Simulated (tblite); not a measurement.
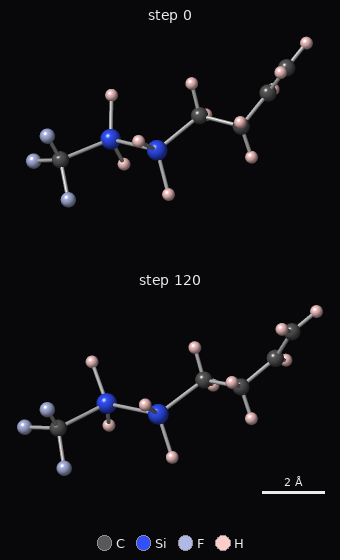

The structure of C$_{5}$H$_{11}$F$_{3}$Si$_{2}$ before (top) and after (bottom) a relaxation, at one scale.

A ball-and-stick model, seen from a free direction.

These are results of GFN2-xTB geometry optimisation, gas phase in tblite, not measurements. 

Question: Describe what moved and what it gained.

Answer: After 120 geometry steps the energy has fallen by 0.973 eV. The atom that moves furthest after the best rigid fit is an H atom (0.66 Å). By element the largest moves are H 0.66 Å, F 0.46 Å, C 0.33 Å, Si 0.20 Å. Some distances before and after: C–Si 1.854 → 1.945 Å, Si–Si 2.246 → 2.322 Å, C–Si 1.829 → 1.905 Å, C–F 1.398 → 1.353 Å. Bond angles that change, for instance: Si–Si–H 105.5° → 120.8°, C–Si–H 115.2° → 101.4°, Si–Si–H 106.1° → 118.9°.
